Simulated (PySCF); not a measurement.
Molecule: SMILES [O](C)[Sn]([CH3])([NH2])[NH2]. Atoms near the plane z = 1.2 Å, at the GFN2-xTB optimised geometry (x, y, z in Å): Sn3 (-0.2, -0.5, 0.0), C4 (-1.4, -1.6, 1.5), N5 (-0.7, 1.5, 0.0), N6 (1.8, -0.5, 0.0), H10 (-2.2, -2.1, 0.9), H11 (-0.8, -2.3, 1.9), H12 (-1.8, -0.9, 2.2), H15 (2.2, 0.0, 0.8), H16 (2.2, -1.4, 0.0).

Calculation: PBE0/def2-TZVP, def2 effective core potentials past Kr (PySCF 2.14.0). The core electrons that the potentials of Sn replace are not part of the density. Cells within 0.4 Å of a nucleus heavier than hydrogen are left out (blank, or x). The values are rescaled to run from 0 to 1.

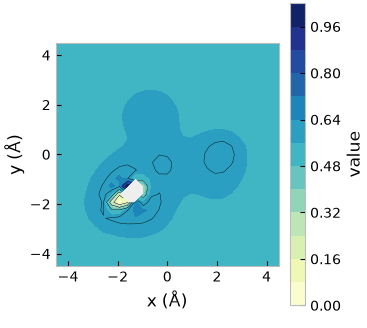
*a field on the plane z = 1.2 Å.*

Which quantity is mapped?
A) log10 of the electron density
B) deformation density (molecule minus spherical neutral atoms)
C) Laplacian of the electron density
D) electrostatic potential

C, Laplacian of the electron density. In full: Laplacian of the electron density (e/bohr⁵).
